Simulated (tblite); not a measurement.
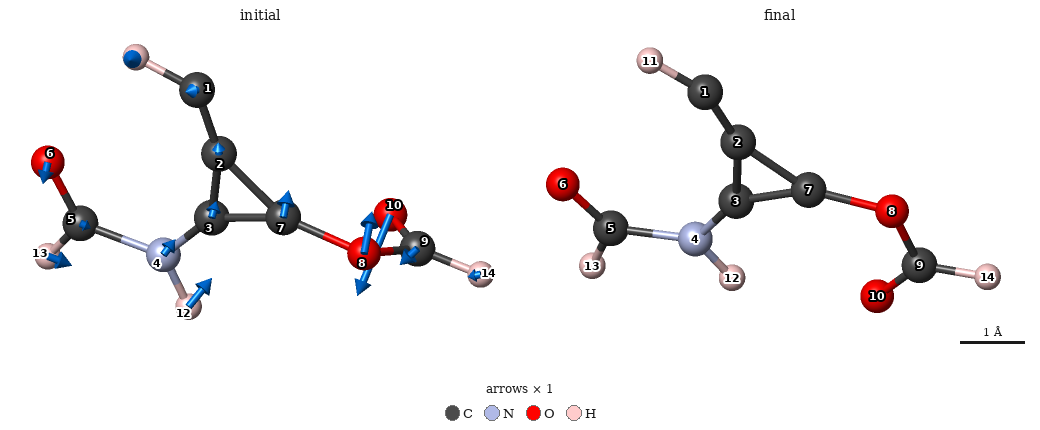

The structure of C6H4NO3 (multiplicity 2) before (left) and after (right) a relaxation, at one scale. The blue arrows give the displacements, at their true length.

Style: ball-and-stick. Shown from a free direction.

Theory: GFN2-xTB geometry optimisation, gas phase in tblite 0.8.0. 

What changed between the two?

Over 84 geometry steps the energy falls by 28.9 kcal/mol. O10 moves most after the best rigid fit: 1.39 Å. Largest moves by element: O 1.39 Å, H 0.59 Å, C 0.46 Å, N 0.31 Å. Among the contacts that change: O8–C9 1.416 → 1.332 Å, C9–O10 1.273 → 1.199 Å, C2–C3 1.455 → 1.528 Å, C3–N4 1.422 → 1.352 Å. Among the angles between lasting bonds that change: C2–C1–H11 123.1° → 147.4°, O8–C9–H14 117.5° → 108.9°, C1–C2–C7 147.6° → 153.6°. Groups turn about C7–O8 by about 60°.
